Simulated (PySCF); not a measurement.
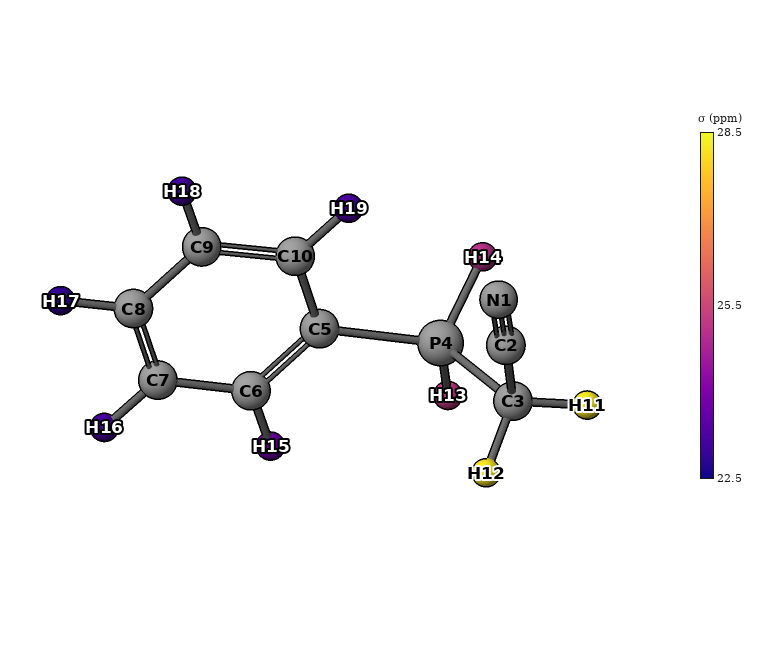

Atoms are coloured by their isotropic NMR shieldings (H only, the others grey). The species has charge +1 and is a spin singlet. The computed structure is the end point of a GFN2-xTB optimisation. No frequency run is at hand to confirm it as a minimum. Properties computed with GIAO PBE0/pcSseg-1 NMR shielding, non-relativistic, gas phase (PySCF 2.14.0).

Give the isotropic NMR shieldings of the H atoms atom by atom.

| atom | σ (ppm) |
| --- | --- |
| H11 | 28.23 |
| H12 | 28.21 |
| H13 | 25.25 |
| H14 | 25.07 |
| H15 | 23.72 |
| H16 | 23.24 |
| H17 | 22.90 |
| H18 | 23.12 |
| H19 | 23.21 |

The geometry is semi-empirical. Around P such bond lengths and angles can be off by a tenth of an ångström or more and by several degrees, and values that hang on the shape move with them.
